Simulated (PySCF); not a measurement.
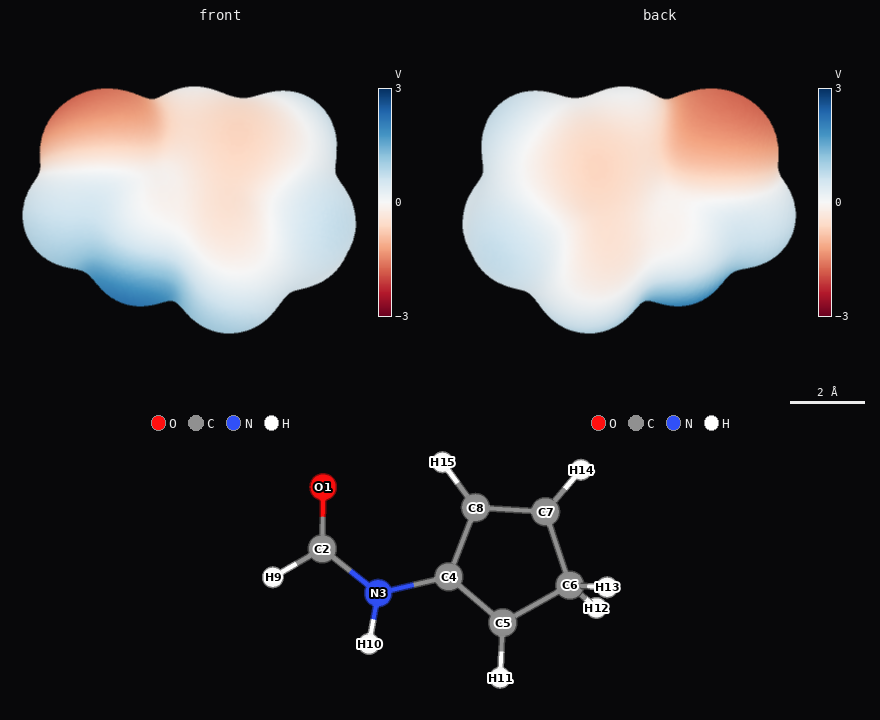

*C6H7NO (SMILES O=CNC1=CCC=C1). The electrostatic potential painted on the density surface at 0.001 e/bohr³, seen from the front and from behind; red is negative and blue positive. The bare structure is drawn below in the same view.*

Geometry: GFN2-xTB.

All numbers below come from PySCF, PBE0/def2-SVPD, SCF density, gas phase.

```yaml
atoms:
  - { symbol: O, position_ang: [2.3811, 1.4747, -1.1221] }
  - { symbol: C, position_ang: [2.5727, 0.3779, -0.6676] }
  - { symbol: N, position_ang: [1.6540, -0.4525, -0.1174] }
  - { symbol: C, position_ang: [0.2887, -0.2170, 0.0400] }
  - { symbol: C, position_ang: [-0.5895, -1.0765, 0.5928] }
  - { symbol: C, position_ang: [-1.9482, -0.4611, 0.5804] }
  - { symbol: C, position_ang: [-1.7019, 0.8656, -0.0588] }
  - { symbol: C, position_ang: [-0.4060, 0.9931, -0.3656] }
  - { symbol: H, position_ang: [3.5773, -0.0904, -0.6517] }
  - { symbol: H, position_ang: [1.9702, -1.3494, 0.2231] }
  - { symbol: H, position_ang: [-0.3843, -2.0536, 0.9895] }
  - { symbol: H, position_ang: [-2.3586, -0.3540, 1.5869] }
  - { symbol: H, position_ang: [-2.6628, -1.0579, 0.0094] }
  - { symbol: H, position_ang: [-2.4817, 1.5840, -0.2289] }
  - { symbol: H, position_ang: [0.0846, 1.8251, -0.8320] }
```

### Describe the electrostatic potential map.

The most negative region (about −1.7 V, or −39 kcal/mol for a unit charge) lies over O1, the most positive (about +2.1 V, or +48 kcal/mol for a unit charge) over H10. O1 is the likeliest acceptor of a hydrogen bond.

### How polar is the molecule by this calculation?

Its dipole moment is 3.74 D.
